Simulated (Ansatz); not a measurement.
# ZrC (model cell, started as CsCl type): a soft mode frozen in, part 2 of 3

Aim: this structure of ZrC (model cell, started as CsCl type) is to be tested for unstable modes, and one is followed downhill.

Ansatz 0.2.0; DFT LDA, scalar-relativistic, plane waves, PAW.

So far, highest frequency on the path or at a solved wavevector (cm⁻¹): step 2 (phonons on a q mesh) 483. Also lowest frequency on the path (cm⁻¹): step 2 -269.

The structure was built from a prototype and need not be the compound's stable phase.

### 5. Energy along the mode, all amplitudes (two of the runs are shown above)

An imaginary frequency means negative curvature, so the energy should fall and then rise again as anharmonic terms take over.

This step gave:

```
depth at the lowest point sampled  : 99.78 meV/atom
largest atomic shift at that point : 0.45 Å
```

The energy from the parent by largest atomic shift:

```csv
largest atomic shift (Å),energy from the parent (meV/atom)
0.000,0
0.040,-1.01
0.080,-4.42
0.140,-16.5
0.220,-43.6
0.320,-77.0
0.450,-99.8
0.600,-64.1
```

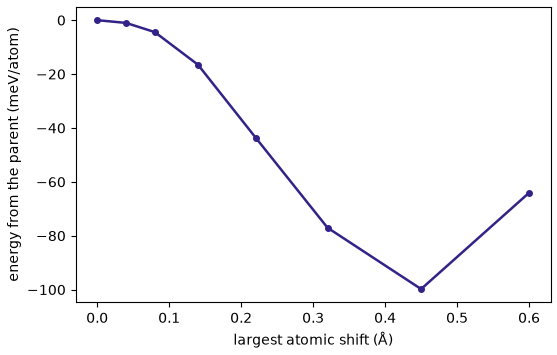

Energy from the parent, plotted against largest atomic shift.

Displacement at unit largest shift by atom:

```csv
atom,x (Å),y (Å),z (Å),size
Zr1,0.00,0.00,0.00,0.00
Zr2,0.00,0.00,0.00,0.00
C3,-1.00,0.00,0.00,1.00
C4,1.00,0.00,0.00,1.00
```

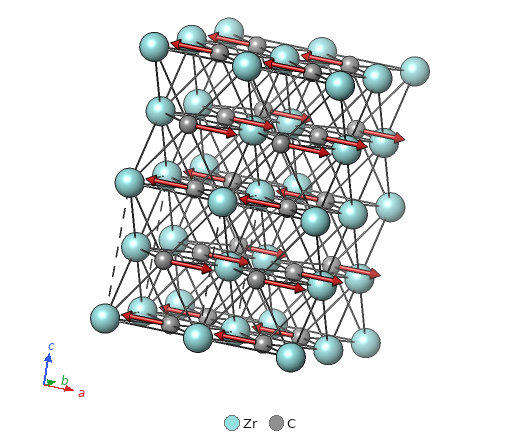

Displacement at unit largest shift as arrows, the longest 1 Å. 2×2×2 cells are drawn. Some periodic images of atoms are drawn too.

The lowest of the steps tried is at 0.45 Å, 99.8 meV/atom below the parent; the bottom of the well need not coincide with a step.

### 6. Relaxing from the distorted cell

Starting from the lowest point found, all atoms and the cell are let go, so that strain and other modes of the same symmetry can join in.

input.yaml reads:

```yaml
crystal:
  lattice:
    - [-2.8705367897, 0.0, 0.0]
    - [0.0, -2.8705367897, -2.8705367897]
    - [0.0, -2.8705367897, 2.8705367897]
  atoms:
    - { symbol: Zr, position: [1.0, 0.5, 0.5] }
    - { symbol: Zr, position: [1.0, 1.0, 0.0] }
    - { symbol: C, position: [0.6567651046, 0.0, 0.5] }
    - { symbol: C, position: [0.3432348954, 0.5, 0.0] }
kpoints:
  mp_grid: { grid: [12, 10, 10] }
hamiltonian:
  xc: lda
scf:
  occupations: { method: methfessel_paxton, width: 0.15 }
output:
  forces: true
  stress: true
  eigenvalues: true
relax:
  adjacent_minimum: "off"
  f_tol: 0.002
  max_steps: 120
  cell: { stress_tol: 0.03 }
```

On the command line:

```bash
$ ansatz run input.yaml --threads 4 --pin off --max-ram 7168MiB --backend cpu --events-out ev --progress --plain --runs-dir out
```

Numbers of over 12 decimals in the logs are rounded to 6 here.

Log:

```text
[...]
Crystal: 4 atoms, lattice volume = 47.306 Å³
Basis set: ecut = 420 eV, 929 PW (Γ)
Bands: 20, of which v1, the nominal top of the filled ones, is band 16 counted from 1 (15 counted from 0)
Symmetry: 16 space group operations
[...]
k-points: 147 of 1200
[...]
SCF iter   1: F=—  HF=-8640.203001 eV  |F-HF|=—  |Δ(HF+E_count)|=         —  Δρ=9.50e-3  dr2=3.83e-2  ethr=1.77e-3  ⟨swp⟩=4.8  Hψ=12831  notcnv=0
[...]
SCF iter   6: F=-8640.195327 eV  HF=-8640.195327 eV  |F-HF|=4.08e-9  |Δ(HF+E_count)|=   9.15e-8  S|Δr|=    0.00e0  Δρ=7.64e-6  dr2=1.90e-8  ethr=3.13e-10  ⟨swp⟩=4.2  Hψ=10435  notcnv=0
SCF 1 converged in 6 iterations: F = -8640.195327 eV  dr2 = 1.90e-8
[...]
relax step   1: F+E_penalty+E_count = -8640.19532698 eV  Δ(F+E_penalty+E_count) = +0.000e0 eV  max|allowed force component| = 5.176e-2 eV/Å  Δτ_max = 0.0000 Å  P = +15.020 GPa  Ω = 47.306 Å³  (6 SCF iters, dr2 threshold 1.00e-7 eV, accepted)
Crystal: 4 atoms, lattice volume = 50.972 Å³
Basis set: ecut = 420 eV, 1009 PW (Γ)
[...]
SCF iter   6: F=-8640.545928 eV  HF=-8640.545928 eV  |F-HF|=1.60e-9  |Δ(HF+E_count)|=   4.98e-7  S|Δr|=    0.00e0  Δρ=1.10e-5  dr2=2.96e-8  ethr=1.25e-9  ⟨swp⟩=5.9  Hψ=13722  notcnv=0
the search or the solves at the SCF's close seem to have found levels that the self-consistency loop had missed (the run counts 1). By its estimate they hold under 1e-12 electrons; where the run keeps them, the occupations were computed again with them
SCF 2 converged in 6 iterations: F = -8640.545928 eV  dr2 = 2.96e-8
relax step   2: F+E_penalty+E_count = -8640.54592797 eV  Δ(F+E_penalty+E_count) = -3.506e-1 eV  max|allowed force component| = 2.444e-1 eV/Å  Δτ_max = 0.0651 Å  P = -2.808 GPa  Ω = 50.972 Å³  energy of the carried Pulay correction = -6.217e-3 eV  (6 SCF iters, dr2 threshold 4.00e-7 eV, accepted)
Crystal: 4 atoms, lattice volume = 50.207 Å³
Basis set: ecut = 420 eV, 993 PW (Γ)
[...]
SCF iter   5: F=-8640.556059 eV  HF=-8640.556059 eV  |F-HF|=5.12e-8  |Δ(HF+E_count)|=   2.35e-7  S|Δr|=    0.00e0  Δρ=1.65e-5  dr2=1.11e-7  ethr=1.25e-9  ⟨swp⟩=5.1  Hψ=13701  notcnv=0
SCF 3 converged in 5 iterations: F = -8640.556059 eV  dr2 = 1.11e-7
relax step   3: F+E_penalty+E_count = -8640.55605885 eV  Δ(F+E_penalty+E_count) = -1.013e-2 eV  max|allowed force component| = 2.918e-2 eV/Å  Δτ_max = 0.0096 Å  P = -0.271 GPa  Ω = 50.207 Å³  energy of the carried Pulay correction = -4.958e-3 eV  (5 SCF iters, dr2 threshold 4.00e-7 eV, accepted)
[...]
relax step   4: F+E_penalty+E_count = -8640.55918127 eV  Δ(F+E_penalty+E_count) = -3.122e-3 eV  max|allowed force component| = 4.849e-2 eV/Å  Δτ_max = 0.0022 Å  P = -0.017 GPa  Ω = 50.292 Å³  energy of the carried Pulay correction = -5.100e-3 eV  (5 SCF iters, dr2 threshold 4.00e-7 eV, accepted)
[...]
relax step   5: F+E_penalty+E_count = -8640.55948901 eV  Δ(F+E_penalty+E_count) = -3.077e-4 eV  max|allowed force component| = 2.230e-4 eV/Å  Δτ_max = 0.0124 Å  P = -0.011 GPa  Ω = 50.452 Å³  energy of the carried Pulay correction = -5.364e-3 eV  (5 SCF iters, dr2 threshold 1.47e-7 eV, accepted)
[...]
relax step   6: F+E_penalty+E_count = -8640.56958735 eV  Δ(F+E_penalty+E_count) = -1.010e-2 eV  max|allowed force component| = 1.373e-3 eV/Å  Δτ_max = 0.0000 Å  P = +0.211 GPa  Ω = 50.452 Å³  stress off target by 3.15e-1 GPa  SCF on the basis re-selected at this cell (its energy is not comparable with the rows above)  (6 SCF iters)
[...]
relax step   7: F+E_penalty+E_count = -8640.56956142 eV  Δ(F+E_penalty+E_count) = +2.594e-5 eV  max|allowed force component| = 8.246e-4 eV/Å  Δτ_max = 0.0009 Å  P = +0.028 GPa  Ω = 50.499 Å³  energy of the carried Pulay correction = -7.908e-5 eV  (4 SCF iters, dr2 threshold 2.48e-7 eV, accepted)
[...]
relax step   8: F+E_penalty+E_count = -8640.56966222 eV  Δ(F+E_penalty+E_count) = -1.008e-4 eV  max|allowed force component| = 8.401e-4 eV/Å  Δτ_max = 0.0000 Å  P = +0.028 GPa  Ω = 50.499 Å³  stress off target by 3.11e-2 GPa  SCF on the basis re-selected at this cell (its energy is not comparable with the rows above)  (5 SCF iters)
[...]
relax step   9: F+E_penalty+E_count = -8640.56965034 eV  Δ(F+E_penalty+E_count) = +1.187e-5 eV  max|allowed force component| = 2.210e-5 eV/Å  Δτ_max = 0.0001 Å  P = +0.000 GPa  Ω = 50.507 Å³  energy of the carried Pulay correction = -1.251e-5 eV  (4 SCF iters, dr2 threshold 2.41e-9 eV, accepted)
[...]
SCF iter   4: F=-8640.569664 eV  HF=-8640.569664 eV  |F-HF|=5.46e-12  |Δ(HF+E_count)|=  3.64e-12  S|Δr|=    0.00e0  Δρ=9.56e-8  dr2=5.88e-12  ethr=1.00e-12  ⟨swp⟩=5.1  Hψ=11984  notcnv=0
SCF 10 converged in 4 iterations: F = -8640.569664 eV  dr2 = 5.88e-12
relax step  10: F+E_penalty+E_count = -8640.56966407 eV  Δ(F+E_penalty+E_count) = -1.373e-5 eV  max|allowed force component| = 1.996e-5 eV/Å  Δτ_max = 0.0000 Å  P = +0.000 GPa  Ω = 50.507 Å³  stress off target by 1.92e-4 GPa  SCF on the basis re-selected at this cell (its energy is not comparable with the rows above)  (4 SCF iters)
[...]
SCF converged after 4 iterations
[...]
Free energy (F): -8640.569664 eV
[...]
Internal energy: -8640.568599 eV  (E = F + TS)
E sigma→0 (E₀):  -8640.569398 eV
Entropy (-TS):   -0.001065 eV (-0.266 meV/atom)
Fermi energy:    15.183826 eV
[...]
--- Forces (eV/Å), atoms counted from 1 ---
  atom   1  Zr    -0.00000000     0.00000000     0.00000000
  atom   2  Zr     0.00000000    -0.00000000    -0.00000000
  atom   3  C     -0.00001996    -0.00000000     0.00000000
  atom   4  C      0.00001996     0.00000000    -0.00000000
  max |Σ_I F_I| component: 1.56e-17 eV/Å
--- Stress (GPa, compression-positive) ---
        0.000192      -0.000000       0.000000
       -0.000000       0.000185       0.000000
        0.000000       0.000000       0.000185
  P = ⅓ Tr σ = 0.0002 GPa (0.002 kbar)
--- Band table (eV; the first three rows and the last of 147) ---
  k-point 0: bands = [... 12 lower, 13.4613, 13.4613, 14.4105, 15.1012, 15.1012, 17.2661, 19.5550, 19.8813]
  k-point 1: bands = [... 12 lower, 13.3488, 13.4407, 14.5584, 14.8641, 15.3007, 17.3070, 19.1700, 19.6327]
  k-point 2: bands = [... 12 lower, 13.2245, 13.3826, 14.2890, 14.7180, 15.8121, 17.3646, 18.6809, 19.4399]
  k-point 146: bands = [... 12 lower, 12.9943, 12.9943, 13.2565, 13.2565, 17.3576, 17.3576, 18.4166, 18.4166]
--- Relaxed structure (7 steps of the walk, 7 accepted, 3 SCFs on fresh bases) ---
  F+E_penalty+E_count = -8640.56966407 eV   max|allowed force component| = 1.996e-5 eV/Å   (the final SCF, on the basis selected at the relaxed cell)
  cell:  # Å, volume = 50.5072 Å³
    - [-2.786296, 0, 0]
    - [0, -3.010566, -3.010566]
    - [0, -3.010566, 3.010566]
  atoms:
    - { symbol: Zr, position: [1.0, 0.5, 0.5] }
    - { symbol: Zr, position: [1.0, 1.0, 0.0] }
    - { symbol: C, position: [0.688213, 0.0, 0.5] }
    - { symbol: C, position: [0.311787, 0.5, 0.0] }
```

Elapsed: 18 s, on 4 threads of Arm Neoverse V2, shared host; peak memory 0.44 GiB; 67 s of CPU time.

Step by step:

```csv
step,energy less that of the first step (eV),largest force component (eV/Å),pressure (GPa),volume (Å³)
1,0.0000,0.0518,15.02,47.31
2,-0.3506,0.2444,-2.81,50.97
3,-0.3607,0.0292,-0.27,50.21
4,-0.3639,0.0485,-0.02,50.29
5,-0.3642,0.0002,-0.01,50.45
6*,-0.3743,0.0014,0.21,50.45
7,-0.3742,0.0008,0.03,50.50
8*,-0.3743,0.0008,0.03,50.50
9,-0.3743,0.0000,0.00,50.51
10*,-0.3743,0.0000,0.00,50.51
```

Relaxation steps marked * repeat the geometry before them on a plane-wave basis chosen anew for their cell, so energy and pressure can jump there.

The run keeps the 16 symmetry operations that it works with, so distortions that break them were not tested.

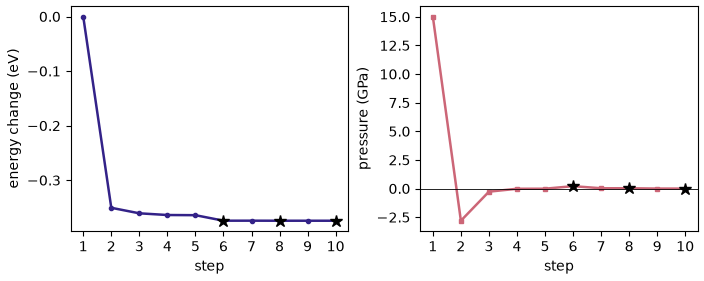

Energy and pressure along the relaxation. Stars mark steps on a basis chosen anew.

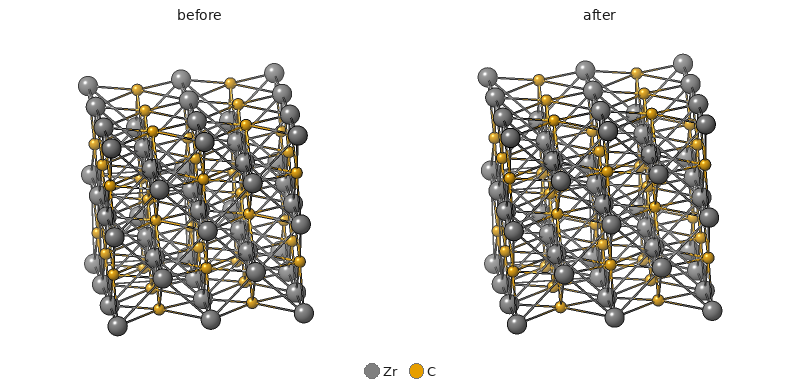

Before and after, at one scale.

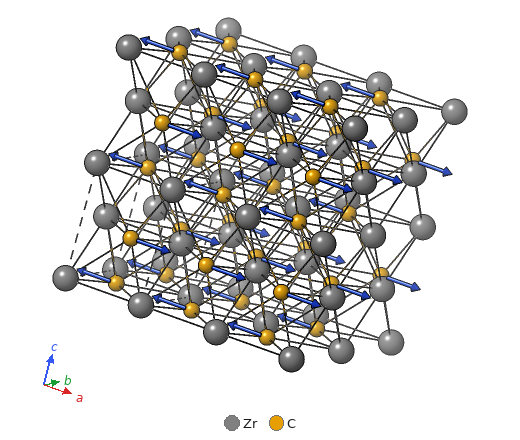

Displacements in the relaxation, exaggerated, measured against the changing cell; the longest in the cell stands for 0.09 Å. 3×2×2 cells are drawn. Some periodic images of atoms are drawn too.

| cell as run | before | after | change |
| --- | --- | --- | --- |
| a (Å) | 2.871 | 2.786 | -2.9 % |
| b (Å) | 4.060 | 4.258 | +4.9 % |
| c (Å) | 4.060 | 4.258 | +4.9 % |
| volume (Å³/atom) | 11.83 | 12.63 | +6.8 % |

The atoms that moved most (Å, as changes of fractional coordinates times the final cell):

```csv
atom,dx,dy,dz,length
C3,-0.088,0.000,0.000,0.088
C4,0.088,0.000,0.000,0.088
```

The relaxed structure:

```xyz
4
Lattice="-2.7863 0.0000 0.0000 0.0000 -3.0106 -3.0106 0.0000 -3.0106 3.0106" Properties=species:S:1:pos:R:3 pbc="T T T"
Zr   -2.7863   -3.0106    0.0000
Zr   -2.7863   -3.0106   -3.0106
C    -1.9176   -1.5053    1.5053
C    -0.8687   -1.5053   -1.5053
```

This step gave:

```
pressure        : 1.87e-4 GPa
volume per atom : 12.63 Å³
```

The distorted start has space group P4/nmm; the relaxation ends in P4/nmm.

### 7. The new phase in its own primitive cell

The relaxed structure is symmetrised, reduced to its primitive cell and relaxed tightly, as its phonons need.

input.yaml, the sections that differ from step 6:

```yaml
crystal:
  lattice:
    - [4.2575825839, 0.0, 0.0]
    - [0.0, 4.2575825839, 0.0]
    - [0.0, 0.0, 2.7862955342]
  atoms:
    - { symbol: Zr, position: [0.5, 0.5, 0.0] }
    - { symbol: Zr, position: [0.0, 0.0, 0.0] }
    - { symbol: C, position: [0.0, 0.5, 0.688213458] }
    - { symbol: C, position: [0.5, 0.0, 0.311786542] }
kpoints:
  mp_grid: { grid: [10, 10, 14] }
relax:
  adjacent_minimum: "off"
  f_tol: 0.001
  max_steps: 60
  cell: { stress_tol: 0.01 }
# hamiltonian, scf, output: as in step 6
```

Log:

```text
[...]
Crystal: 4 atoms, lattice volume = 50.507 Å³
Basis set: ecut = 420 eV, 1009 PW (Γ)
Bands: 20, of which v1, the nominal top of the filled ones, is band 16 counted from 1 (15 counted from 0)
Symmetry: 16 space group operations
[...]
k-points: 168 of 1400
[...]
--- Relaxed structure (5 steps of the walk, 4 accepted, 1 SCFs on fresh bases) ---
[...]
cell:  # Å, volume = 50.5823 Å³
    - [4.255144, 0, 0.0]
    - [0, 4.255144, 0.0]
    - [0.0, 0.0, 2.793635]
  atoms:
    - { symbol: Zr, position: [0.5, 0.5, 0] }
    - { symbol: Zr, position: [0, 0, 0] }
    - { symbol: C, position: [0, 0.5, 0.689928] }
    - { symbol: C, position: [0.5, 0, 0.310072] }
[key lines of the parts left out:]
SCF converged after 4 iterations
Free energy (F): -8640.565422 eV
Fermi energy:    15.194856 eV
P = ⅓ Tr σ = 0.0004 GPa (0.004 kbar)
```

Elapsed: 13 s, on 4 threads; peak memory 0.46 GiB; 49 s of CPU time.

Step by step:

```csv
step,energy less that of the first step (eV),largest force component (eV/Å),pressure (GPa),volume (Å³)
1,0.0000,0.0128,-0.12,50.51
2,0.0001,0.0268,0.07,50.55
3,-0.0003,0.0114,0.00,50.54
4,-0.0002,0.0015,0.00,50.57
5,-0.0002,0.0001,0.00,50.58
6*,-0.0003,0.0002,0.00,50.58
```

Relaxation steps marked * repeat the geometry before them on a plane-wave basis chosen anew for their cell, so energy and pressure can jump there. Relaxation step 2 was tried and not accepted.

The run keeps the 16 symmetry operations that it works with, so distortions that break them were not tested.

```
conventional cell, symmetrised  before  after  change
                         a (Å)   4.258  4.255  -0.1 %
                         b (Å)   4.258  4.255  -0.1 %
                         c (Å)   2.786  2.794  +0.3 %
              volume (Å³/atom)   12.63  12.65  +0.1 %
```

The relaxed structure:

```xyz
4
Lattice="4.2551 0.0000 0.0000 0.0000 4.2551 0.0000 0.0000 0.0000 2.7936" Properties=species:S:1:pos:R:3 pbc="T T T"
Zr    2.1276    2.1276    0.0000
Zr    0.0000    0.0000    0.0000
C     0.0000    2.1276    1.9274
C     2.1276    0.0000    0.8662
```

This step gave:

* pressure: 3.59e-4 GPa
* volume per atom: 12.65 Å³

The largest force component left is 0.18 meV/Å and the pressure is 0.000 GPa, within the tolerances set. The cell now holds 12.65 Å³/atom.

[end of part 2 of 3]

[Logs are printed without paths, hosts, clocks, repeated set-up lines and the standing remarks that a program may print on its own settings, such as how far it seeks lower states.]

[Hosts, paths, dates, database ids (printed as entryN), source tags and the programs' standing remarks are cut or masked in the printed files.]
